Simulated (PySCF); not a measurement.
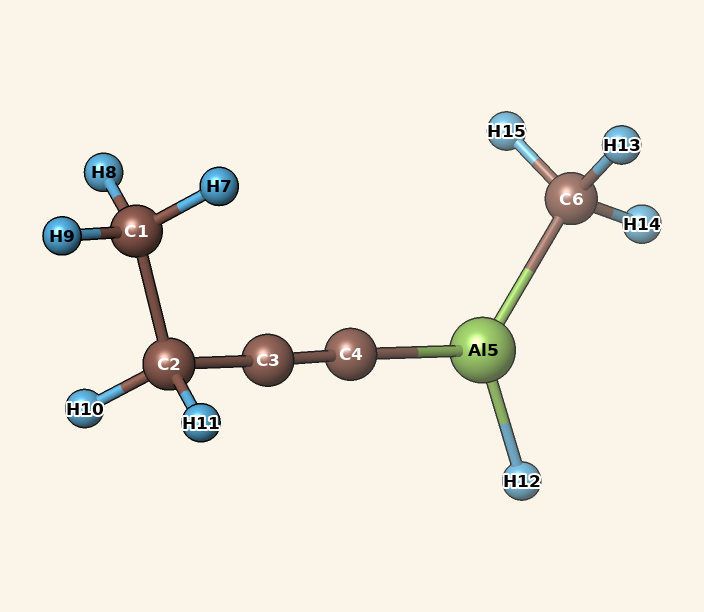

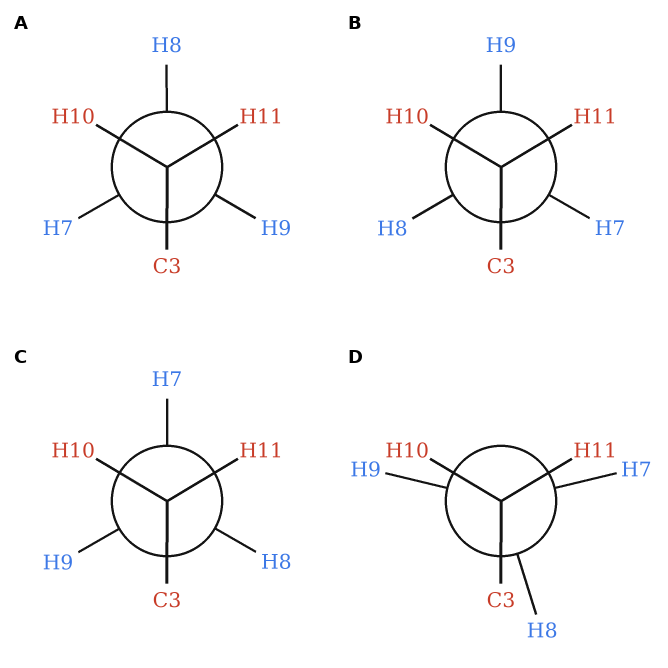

Distant atoms are faded towards the background colour. Bonds that would overlap in a projection are set slightly apart. Computed geometry: GFN2-xTB optimisation. No frequency run is at hand to confirm it as a minimum.

Which Newman projection shows the view along C2–C1, with C2 in front?

B. The torsion angle C3–C2–C1–H7 is −60°, synclinal (gauche).
